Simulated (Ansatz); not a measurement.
# Does disorder add resistance in series? Re(0001) layers displaced at 273 K

Two lengths of the disordered region are known. What area resistance does the third give?

**Method.** Ansatz 0.2.0, plane waves with PAW datasets at their recommended cutoffs (420 eV for most), Fermi-Dirac smearing; ballistic transmission by layer matching. The area resistance is RA = A (h/2e²)(1/T − 1/N), with T the zone-mean transmission per spin and N the lead's channels, both averaged over a few energies near the Fermi level; for magnets each spin is taken apart, with h/e², and the two conduct in parallel. Lateral cell 2x2, PBE, a fresh random draw for each length. Atoms are displaced independently, by 0.0351 Å r.m.s. per direction; each RA is scaled by the nominal over the drawn mean square displacement.

Results; the value marked ? is to be predicted:

| length (Å) | channels N | RA (fΩ m²) |
| --- | --- | --- |
| 4.46 | 5.280 | 0.0393 |
| 13.4 | 5.280 | 0.105 |
| 22.3 | 5.260 | ? |

**Fit on the rows shown.**

Ohm's law makes RA linear in the length: the slope is (0.105 − 0.0393)/(13.4 − 4.46) = 7.42×10⁻³ fΩ m² per Å, or 7.4 µΩ cm. Then 0.105 + 7.42×10⁻³ × 8.92. Predicted: 0.172 fΩ m².

**The withheld run.**

0.195 fΩ m², so the prediction is 12 % too low. The three lengths together give 8.7 µΩ cm. The two increments are 0.066 and 0.090 fΩ m²; with one draw for each length, their difference can't be told from scatter.

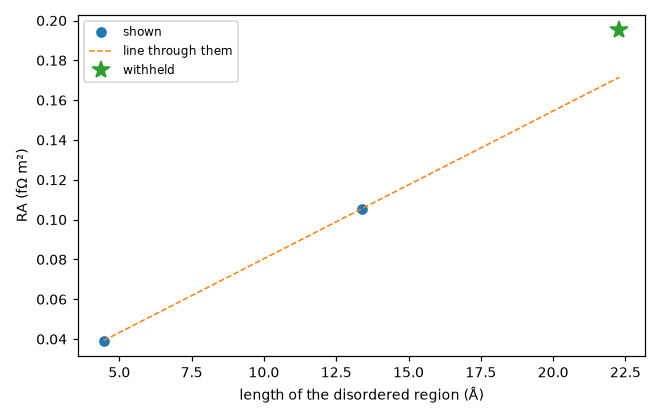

Area resistance against length.

**Limits.** The scatterers repeat sideways with the small cell. The slope is a raw one; a model of isotropic scattering puts it 1.12 times the bulk value over these lengths. Spin-orbit coupling is left out, which matters for Re.
